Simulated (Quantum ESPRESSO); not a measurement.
# Energy and gap at +3 % biaxial strain: F-SiC-H chair, 1 layer

**Set-up.** Quantum ESPRESSO 7.5 driven by ASE, PBE, GBRV ultrasoft, ESM (bc1); atomic heights clamped; cell area 8.482 Å² at zero strain.

| strain (%) | energy (meV a cell) | gap on the mesh (eV) |
| --- | --- | --- |
| −3 | 84.40 | 3.272 |
| −1.5 | 20.16 | 3.395 |
| 0 | 0.00 | 3.504 |
| +1.5 | 18.62 | 3.593 |

**Question.** What are energy and gap at +3 %, and how stiff is the sheet?

**Fit.** About zero, E'' = (20.16 + 18.62 − 2 × 0.00)/1.5² = 17.24 meV per %² and E' = (18.62 − 20.16)/3 = −0.51 meV per %. With E = A K ε², where K = (C11 + C22)/2 + C12 (C11 + C12 for a hexagonal sheet), K = 17.24 × 10/(2 × 8.482) × 16.02 = 163 N/m. The parabola gives E(+3 %) = 0.00 + 3 × (−0.51) + 4.5 × 17.24 = 76.0 meV. Continuing the last slope, the gap is 2 × 3.593 − 3.504 = 3.682 eV.

**Check.** E = 71.6 meV and the gap 3.670 eV. The parabola misses by +4.4 meV, too high, since bonds soften under tension. The gap's line misses by +0.012 eV.

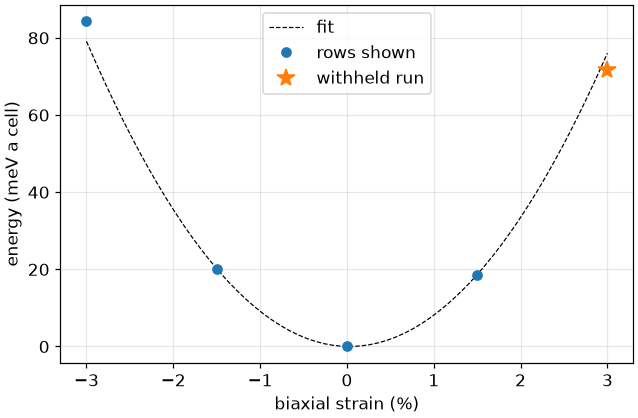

The rows shown, the fit and the withheld run.

Caveats: Clamped heights stiffen sheets with several planes. Semilocal gap, no spin-orbit coupling.
